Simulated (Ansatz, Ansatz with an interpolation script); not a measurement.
**SiO2 (Imma): what limits a Wannier interpolation of GW**

Wanted: errors and cost of interpolated bands of SiO2 (Imma) under coarser or faulty settings.

Main program and level: Ansatz 0.2.0; maximally localised Wannier functions, LDA, plane waves, PAW.

### Step 1. The structure

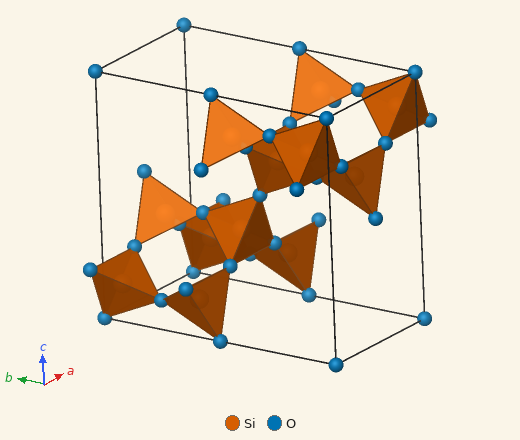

The starting structure, seen from a free direction (silicon orange, oxygen blue). This picture shows the conventional cell, with its axes. Bonds to atoms that aren't drawn are left out. Some periodic images of atoms are drawn too.

As a file:

```cif
data_structure
_symmetry_space_group_name_H-M 'Imma'
_symmetry_Int_Tables_number 74
_cell_length_a 5.2467
_cell_length_b 9.5535
_cell_length_c 8.8833
_cell_angle_alpha 90.000
_cell_angle_beta 90.000
_cell_angle_gamma 90.000
_cell_volume 445.27
loop_
_atom_site_label
_atom_site_type_symbol
_atom_site_symmetry_multiplicity
_atom_site_Wyckoff_symbol
_atom_site_fract_x
_atom_site_fract_y
_atom_site_fract_z
_atom_site_occupancy
Si1 Si 8 h 0.00000 0.08460 0.84494 1
O1 O 4 e 0.50000 0.75000 0.38069 1
O2 O 8 g 0.75000 0.04318 0.75000 1
O3 O 4 a 0.00000 0.00000 0.00000 1
```

The cell and positions are those that the Materials Project relaxed with its own functionals (PBE, PBE+U or r2SCAN), kept fixed. The default PAW set here is soft_2. Its files were made with PBE.

### Step 2. Wannier model on 8×8×8

input.yaml reads:

```yaml
crystal:
  lattice:
    - [-2.62333646, 4.776753505, 4.441674725]
    - [2.62333646, -4.776753505, 4.441674725]
    - [2.62333646, 4.776753505, -4.441674725]
  atoms:
    - { symbol: Si, position: [0.9295488, 0.84494489, 0.08460391] }
    - { symbol: Si, position: [0.73965902, 0.15505511, 0.58460391] }
    - { symbol: Si, position: [0.0704512, 0.15505511, 0.91539609] }
    - { symbol: Si, position: [0.26034098, 0.84494489, 0.41539609] }
    - { symbol: O, position: [0.13068887, 0.88068887, 0.25] }
    - { symbol: O, position: [0.86931113, 0.11931113, 0.75] }
    - { symbol: O, position: [0.79317541, 0.5, 0.79317541] }
    - { symbol: O, position: [0.20682459, 0.0, 0.70682459] }
    - { symbol: O, position: [0.20682459, 0.5, 0.20682459] }
    - { symbol: O, position: [0.79317541, 0.0, 0.29317541] }
    - { symbol: O, position: [0.0, 0.0, 0.0] }
    - { symbol: O, position: [0.5, 0.0, 0.5] }
kpoints:
  mp_grid: { grid: [4, 4, 4] }
hamiltonian:
  xc: lda
scf:
  occupations: { method: fixed }
  n_extra_bands: 118
output:
  wannier:
    kmesh: [8, 8, 8]
    projections:
      - { species: O, l: p, shell: 2 }
      - { species: Si, l: s, shell: 3 }
      - { species: Si, l: p, shell: 3 }
    minimise: true
    write_hr: true
    seedname: w
    conv_tol: 1.0e-06
    max_iter: 20000
    stability_check: false
    disentanglement:
      window: [-4.52, 14.89]
      frozen_window: [-4.52, 7.59]
      conv_tol: 1.0e-08
```

Command:

```
> ansatz run input.yaml --threads 16 --pin off --max-ram 64512MiB --backend cuda --events-out ev --progress --plain --runs-dir out --devices 1 --max-vram 78GiB
```

Numbers of over 12 decimals in the logs are rounded to 6 here.

The log of the run:

```text
scf.n_extra_bands = 118 over 32 filled bands (N_el = 64.0): the run solves 150 bands
GPUs: using 1 of 1 available (devices: 1).
Engine: ansatz 0.2.0, aarch64-unknown-linux-gnu
Pseudopotentials: kind: paw
Pseudopotential: Si, paw, valence charge 4, recommended cutoff 420 eV (normal), Si.paw.azcp
Pseudopotential: O, paw, valence charge 6, recommended cutoff 420 eV (normal), O.paw.azcp
Functional definition: SPW92
  exchange = slater_x
  correlation = pw_c
concurrent solve slots: 9 of 16 are kept, ahead of what memory takes: no pass of the eigensolver takes more rounds on 9
[...]
Crystal: 12 atoms, lattice volume = 222.635 Å³
Basis set: ecut = 420 eV, 4321 PW (Γ)
Bands: 150, of which v1, the nominal top of the filled ones, is band 32 counted from 1 (31 counted from 0)
Symmetry: 8 space group operations
Space group: Imma (ITA 74), of the structure as read, at distance tolerance 6.1e-5 Å
k-points: 18 of 64
Non-local potential: Si, projectors of the file, l = 0: 2, l = 1: 2, l = 2: 2
Non-local potential: O, projectors of the file, l = 0: 2, l = 1: 2, l = 2: 1
PAW form: soft (Blöchl's): semilocal exchange-correlation on the pseudo side does not see the compensation charge
PAW frozen core: Si, regenerated for the run's functional, and the local potential with it (the file was generated under x = pbe(κ = 0.804, μ = 0.219515), c = pbe(β = 0.066725))
PAW frozen core: O, regenerated for the run's functional, and the local potential with it (the file was generated under x = pbe(κ = 0.804, μ = 0.219515), c = pbe(β = 0.066725))
PAW one-centre angular grid: Si, 110 points (default); XC on 64 Gauss nodes
PAW one-centre angular grid: O, 110 points (default); XC on 64 Gauss nodes
Initial density: superposition of atomic densities (neutral atoms: chi_scale 0, normalization atom), corrected by the library's trained network
Initial wavefunctions: pseudopotential atomic-orbital guess
[...]
Functional: x = slater, c = lda
SCF iter   1: F=—  HF=-6890.639938 eV  |F-HF|=—  |Δ(HF+E_count)|=         —  Δρ=1.13e-2  dr2=2.52e-1  ethr=1.77e-3  ⟨swp⟩=4.2  Hψ=10024  notcnv=0  defer=2083
preconditioner: auto → Resta (q_TF=auto, 2.216 Å⁻¹)  ε∞=1.4  [insulator: Δε(μ)=5.263 eV  Ē_g=30.414 eV  n_scr=40 (ndim 8)  ℏωp=19.9 eV  f_vac=0.376  ε∞_Penn≈1.4  vacuum switching on, ρ_ref=6.7e-2 e/Å³]
SCF iter   2: F=—  HF=-6890.573024 eV  |F-HF|=—  |Δ(HF+E_count)|=   6.69e-2  Δρ=4.23e-3  dr2=1.53e-2  ethr=3.94e-4  ⟨swp⟩=2.1  Hψ=3181  notcnv=0  defer=2085
SCF iter   3: F=—  HF=-6890.567752 eV  |F-HF|=—  |Δ(HF+E_count)|=   5.27e-3  Δρ=1.24e-3  dr2=1.54e-3  ethr=2.39e-5  ⟨swp⟩=2.0  Hψ=1216  notcnv=0  defer=2088
SCF iter   4: F=—  HF=-6890.567300 eV  |F-HF|=—  |Δ(HF+E_count)|=   4.52e-4  Δρ=2.28e-4  dr2=8.50e-5  ethr=2.41e-6  ⟨swp⟩=2.9  Hψ=1292  notcnv=0  defer=2088
SCF iter   5: F=—  HF=-6890.567389 eV  |F-HF|=—  |Δ(HF+E_count)|=   8.85e-5  Δρ=3.93e-5  dr2=3.04e-6  ethr=1.33e-7  ⟨swp⟩=1.9  Hψ=1227  notcnv=0  defer=2008
SCF iter   6: F=—  HF=-6890.567388 eV  |F-HF|=—  |Δ(HF+E_count)|=   3.53e-7  Δρ=8.95e-6  dr2=1.35e-7  ethr=4.75e-9  ⟨swp⟩=1.9  Hψ=1180  notcnv=0  defer=2008
SCF iter   7: F=-6890.567388 eV  HF=-6890.567388 eV  |F-HF|=1.47e-8  |Δ(HF+E_count)|=   1.13e-8  Δρ=3.57e-6  dr2=1.95e-8  ethr=1.56e-10  ⟨swp⟩=14.2  Hψ=23052  notcnv=0
SCF 1 converged in 7 iterations: F = -6890.567388 eV  dr2 = 1.95e-8
[...]
concurrent solve slots: 9 of 16 are kept, ahead of what memory takes: no pass of the eigensolver takes more rounds on 9
[...]
NSCF: frozen V_eff on 18 k-points
[...]
concurrent solve slots: 14 of 16 are kept, ahead of what memory takes: no pass of the eigensolver takes more rounds on 14
[...]
NSCF: frozen V_eff on 98 k-points
[...]
SCF converged after 7 iterations
[...]
k-point 1: bands = [... 28 lower, -1.9763, -1.6366, -1.1696, -1.1493, 5.2575, 7.5601, 7.9472, 8.1026, ... 26 higher]
  k-point 2: bands = [... 28 lower, -1.8103, -1.8103, -1.2275, -1.2275, 6.7807, 6.7807, 8.0070, 8.0070, ... 26 higher]
  k-point 17: bands = [... 28 lower, -1.3942, -1.0692, -1.0379, -0.8549, 6.4992, 6.5585, 6.8586, 7.0011, ... 25 higher]
```

Elapsed: 16 s, on 1 × NVIDIA GB200 (shared by 2 runs) with 16 threads of Arm Neoverse V2, shared host; peak memory 3.1 GiB.

The run ended with an error after its SCF cycle had converged; no result of it is taken.

### Step 3. Wannier model on 8×8×8

Changes to input.yaml since step 2:

```diff
@@ -39,4 +39,4 @@
     disentanglement:
-      window: [-4.52, 14.89]
-      frozen_window: [-4.52, 7.59]
+      window: [-4.52, 18.63]
+      frozen_window: [-4.52, 8.59]
       conv_tol: 1.0e-08
```

The log of the run:

```text
scf.n_extra_bands = 118 over 32 filled bands (N_el = 64.0): the run solves 150 bands
GPUs: using 1 of 1 available (devices: 1).
Engine: ansatz 0.2.0, aarch64-unknown-linux-gnu
Pseudopotentials: kind: paw
Pseudopotential: Si, paw, valence charge 4, recommended cutoff 420 eV (normal), Si.paw.azcp
Pseudopotential: O, paw, valence charge 6, recommended cutoff 420 eV (normal), O.paw.azcp
Functional definition: SPW92
  exchange = slater_x
  correlation = pw_c
concurrent solve slots: 9 of 16 are kept, ahead of what memory takes: no pass of the eigensolver takes more rounds on 9
[...]
Crystal: 12 atoms, lattice volume = 222.635 Å³
Basis set: ecut = 420 eV, 4321 PW (Γ)
Bands: 150, of which v1, the nominal top of the filled ones, is band 32 counted from 1 (31 counted from 0)
Symmetry: 8 space group operations
Space group: Imma (ITA 74), of the structure as read, at distance tolerance 6.1e-5 Å
k-points: 18 of 64
Non-local potential: Si, projectors of the file, l = 0: 2, l = 1: 2, l = 2: 2
Non-local potential: O, projectors of the file, l = 0: 2, l = 1: 2, l = 2: 1
PAW form: soft (Blöchl's): semilocal exchange-correlation on the pseudo side does not see the compensation charge
PAW frozen core: Si, regenerated for the run's functional, and the local potential with it (the file was generated under x = pbe(κ = 0.804, μ = 0.219515), c = pbe(β = 0.066725))
PAW frozen core: O, regenerated for the run's functional, and the local potential with it (the file was generated under x = pbe(κ = 0.804, μ = 0.219515), c = pbe(β = 0.066725))
PAW one-centre angular grid: Si, 110 points (default); XC on 64 Gauss nodes
PAW one-centre angular grid: O, 110 points (default); XC on 64 Gauss nodes
[...]
preconditioner: auto → Resta (q_TF=auto, 2.216 Å⁻¹)  ε∞=1.4  [insulator: Δε(μ)=5.263 eV  Ē_g=30.414 eV  n_scr=40 (ndim 8)  ℏωp=19.9 eV  f_vac=0.376  ε∞_Penn≈1.4  vacuum switching on, ρ_ref=6.7e-2 e/Å³]
SCF iter   2: F=—  HF=-6890.573024 eV  |F-HF|=—  |Δ(HF+E_count)|=   6.69e-2  Δρ=4.23e-3  dr2=1.53e-2  ethr=3.94e-4  ⟨swp⟩=2.1  Hψ=3181  notcnv=0  defer=2085
SCF iter   3: F=—  HF=-6890.567752 eV  |F-HF|=—  |Δ(HF+E_count)|=   5.27e-3  Δρ=1.24e-3  dr2=1.54e-3  ethr=2.39e-5  ⟨swp⟩=2.0  Hψ=1216  notcnv=0  defer=2088
SCF iter   4: F=—  HF=-6890.567300 eV  |F-HF|=—  |Δ(HF+E_count)|=   4.52e-4  Δρ=2.28e-4  dr2=8.50e-5  ethr=2.41e-6  ⟨swp⟩=2.9  Hψ=1292  notcnv=0  defer=2088
SCF iter   5: F=—  HF=-6890.567389 eV  |F-HF|=—  |Δ(HF+E_count)|=   8.85e-5  Δρ=3.93e-5  dr2=3.04e-6  ethr=1.33e-7  ⟨swp⟩=1.9  Hψ=1227  notcnv=0  defer=2008
SCF iter   6: F=—  HF=-6890.567388 eV  |F-HF|=—  |Δ(HF+E_count)|=   3.53e-7  Δρ=8.95e-6  dr2=1.35e-7  ethr=4.75e-9  ⟨swp⟩=1.9  Hψ=1180  notcnv=0  defer=2008
SCF iter   7: F=-6890.567388 eV  HF=-6890.567388 eV  |F-HF|=1.47e-8  |Δ(HF+E_count)|=   1.13e-8  Δρ=3.57e-6  dr2=1.95e-8  ethr=1.56e-10  ⟨swp⟩=14.2  Hψ=23052  notcnv=0
SCF 1 converged in 7 iterations: F = -6890.567388 eV  dr2 = 1.95e-8
[...]
concurrent solve slots: 9 of 16 are kept, ahead of what memory takes: no pass of the eigensolver takes more rounds on 9
[...]
NSCF: frozen V_eff on 18 k-points
[...]
concurrent solve slots: 14 of 16 are kept, ahead of what memory takes: no pass of the eigensolver takes more rounds on 14
[...]
NSCF: frozen V_eff on 98 k-points
[...]
SCF converged after 7 iterations
[...]
k-point 1: bands = [... 28 lower, -1.9763, -1.6366, -1.1696, -1.1493, 5.2575, 7.5601, 7.9472, 8.1026, ... 26 higher]
  k-point 2: bands = [... 28 lower, -1.8103, -1.8103, -1.2275, -1.2275, 6.7807, 6.7807, 8.0070, 8.0070, ... 26 higher]
  k-point 17: bands = [... 28 lower, -1.3942, -1.0692, -1.0379, -0.8549, 6.4992, 6.5585, 6.8586, 7.0011, ... 25 higher]
```

The job ended after 21 s (1 × NVIDIA GB200 (shared by 2 runs) with 16 threads; peak memory 3.3 GiB).

The run ended with an error after its SCF cycle had converged; no result of it is taken.

### Step 4. Wannier model on 8×8×8

Localised functions give a small Hamiltonian that interpolates between mesh points at no cost.

Changes to input.yaml since step 3:

```diff
@@ -39,4 +39,4 @@
     disentanglement:
-      window: [-4.52, 18.63]
-      frozen_window: [-4.52, 8.59]
+      window: [-10.97, 13.76]
+      frozen_window: [-10.97, 7.59]
       conv_tol: 1.0e-08
```

The log of the run:

```text
[...]
GPUs: using 1 of 1 available (devices: 1).
[...]
Crystal: 12 atoms, lattice volume = 222.635 Å³
Basis set: ecut = 420 eV, 4321 PW (Γ)
Bands: 150, of which v1, the nominal top of the filled ones, is band 32 counted from 1 (31 counted from 0)
Symmetry: 8 space group operations
[...]
k-points: 18 of 64
[...]
SCF iter   1: F=—  HF=-6890.639938 eV  |F-HF|=—  |Δ(HF+E_count)|=         —  Δρ=1.13e-2  dr2=2.52e-1  ethr=1.77e-3  ⟨swp⟩=4.2  Hψ=10024  notcnv=0  defer=2083
[...]
SCF iter   7: F=-6890.567388 eV  HF=-6890.567388 eV  |F-HF|=1.47e-8  |Δ(HF+E_count)|=   1.13e-8  Δρ=3.57e-6  dr2=1.95e-8  ethr=1.56e-10  ⟨swp⟩=14.2  Hψ=23052  notcnv=0
SCF 1 converged in 7 iterations: F = -6890.567388 eV  dr2 = 1.95e-8
[...]
NSCF: frozen V_eff on 18 k-points
[...]
SCF converged after 7 iterations
[...]
k-point 1: bands = [... 28 lower, -1.9763, -1.6366, -1.1696, -1.1493, 5.2575, 7.5601, 7.9472, 8.1026, ... 26 higher]
  k-point 2: bands = [... 28 lower, -1.8103, -1.8103, -1.2275, -1.2275, 6.7807, 6.7807, 8.0070, 8.0070, ... 26 higher]
  k-point 17: bands = [... 28 lower, -1.3942, -1.0692, -1.0379, -0.8549, 6.4992, 6.5585, 6.8586, 7.0011, ... 25 higher]
Wannier search: line search 1 of at most 20000: gauge-dependent spread (as the search counts it) 33.1258002 Å², largest recent change 3.2e0 Å² against conv_tol 1.0e-6 Å², 0 stops escaped
[...]
```

It took 20 s on 1 × NVIDIA GB200 (shared by 2 runs) with 16 threads; peak memory 3 GiB; 85 s of CPU time.

Numbers from this step:

- gauge-invariant spread: 53.37 Å²
- diagonal spread: 0.06316 Å²
- off-diagonal spread: 13.03 Å²
- total spread: 66.46 Å²
- least projectability: 0.1818
- localisation steps: 163
- disentanglement steps: 525
- r.m.s. interpolation error: 7.45e-4 eV
- r.m.s. error near the gap: 0.001130 eV

Near the gap the model misses directly solved bands by 1.1 meV r.m.s. and by 13 meV at most in the window tested. This tests the starting bands, not the corrections carried with them.

Frozen up to 8.42 eV; above it the model need not follow the bands. Electronic bands along the path, in eV, zero at the valence-band top:

| point | band 29 | band 30 | band 31 | band 32 | band 33 | band 34 | band 35 | band 36 |
| --- | --- | --- | --- | --- | --- | --- | --- | --- |
| Γ | -1.06 | -0.72 | -0.43 | 0.00 | 5.42 | 8.39 | 8.82 | 9.11 |
| X | -0.56 | -0.24 | -0.21 | -0.02 | 7.33 | 7.39 | 7.69 | 7.83 |
| F0 | -1.20 | -0.59 | -0.48 | -0.18 | 7.95 | 8.12 | 8.13 | 8.37 |
| jump to Σ0 | -1.20 | -0.59 | -0.48 | -0.18 | 7.95 | 8.12 | 8.13 | 8.37 |
| Γ | -1.06 | -0.72 | -0.43 | 0.00 | 5.42 | 8.39 | 8.82 | 9.11 |
| Λ0 | -0.56 | -0.24 | -0.21 | -0.03 | 7.28 | 7.40 | 7.63 | 7.94 |
| jump to G0 | -0.56 | -0.24 | -0.21 | -0.03 | 7.28 | 7.40 | 7.63 | 7.94 |
| X | -0.56 | -0.24 | -0.21 | -0.02 | 7.33 | 7.39 | 7.69 | 7.83 |
| jump to Γ | -1.06 | -0.72 | -0.43 | 0.00 | 5.42 | 8.39 | 8.82 | 9.11 |
| R | -0.89 | -0.85 | -0.74 | -0.20 | 7.58 | 7.74 | 8.38 | 8.40 |
| W | -0.88 | -0.88 | -0.41 | -0.41 | 7.91 | 7.91 | 8.03 | 8.03 |
| S | -0.56 | -0.54 | -0.31 | -0.14 | 6.38 | 6.91 | 8.46 | 9.06 |
| Γ | -1.06 | -0.72 | -0.43 | 0.00 | 5.42 | 8.39 | 8.82 | 9.11 |
| T | -0.98 | -0.98 | -0.40 | -0.40 | 7.61 | 7.61 | 8.85 | 8.85 |
| W | -0.88 | -0.88 | -0.41 | -0.41 | 7.91 | 7.91 | 8.03 | 8.03 |

The same for Kohn-Sham, solved directly:

| point | band 29 | band 30 | band 31 | band 32 | band 33 | band 34 | band 35 | band 36 |
| --- | --- | --- | --- | --- | --- | --- | --- | --- |
| Γ | -1.06 | -0.72 | -0.43 | 0.00 | 5.42 | 8.39 | 8.59 | 8.79 |
| X | -0.56 | -0.24 | -0.21 | -0.02 | 7.33 | 7.39 | 7.69 | 7.83 |
| F0 | -1.20 | -0.59 | -0.48 | -0.18 | 7.96 | 8.11 | 8.13 | 8.36 |
| Σ0 | -1.20 | -0.59 | -0.48 | -0.18 | 7.96 | 8.11 | 8.13 | 8.36 |
| Γ | -1.06 | -0.72 | -0.43 | 0.00 | 5.42 | 8.39 | 8.59 | 8.79 |
| Λ0 | -0.56 | -0.24 | -0.21 | -0.03 | 7.28 | 7.40 | 7.63 | 7.94 |
| G0 | -0.56 | -0.24 | -0.21 | -0.03 | 7.28 | 7.40 | 7.63 | 7.94 |
| X | -0.56 | -0.24 | -0.21 | -0.02 | 7.33 | 7.39 | 7.69 | 7.83 |
| Γ | -1.06 | -0.72 | -0.43 | 0.00 | 5.42 | 8.39 | 8.59 | 8.79 |
| R | -0.89 | -0.85 | -0.74 | -0.20 | 7.58 | 7.74 | 8.38 | 8.40 |
| W | -0.88 | -0.88 | -0.41 | -0.41 | 7.91 | 7.91 | 8.03 | 8.03 |
| S | -0.56 | -0.54 | -0.31 | -0.14 | 6.38 | 6.91 | 8.45 | 8.93 |
| Γ | -1.06 | -0.72 | -0.43 | 0.00 | 5.42 | 8.39 | 8.59 | 8.79 |
| T | -0.98 | -0.98 | -0.40 | -0.40 | 7.61 | 7.61 | 8.84 | 8.84 |

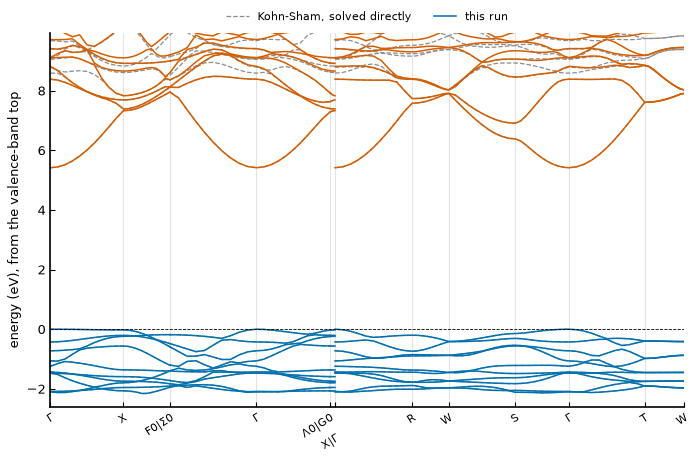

Electronic bands along the path; lines of filled and empty bands in two colours; dashed: Kohn-Sham, solved directly.

[end of part 1 of 2]

[Paths, hosts, dates, memory and timing lines, banners, echoed tables and standing remarks are left out of the program output.]

[Logs are printed without paths, hosts, clocks, repeated set-up lines and the standing remarks that a program may print on its own settings, such as how far it seeks lower states.]

[Runs of the session that timed out or met a known fault of the program may be left out.]

[Hosts, paths, dates, database ids (printed as entryN), source tags and the programs' standing remarks are cut or masked in the printed files.]
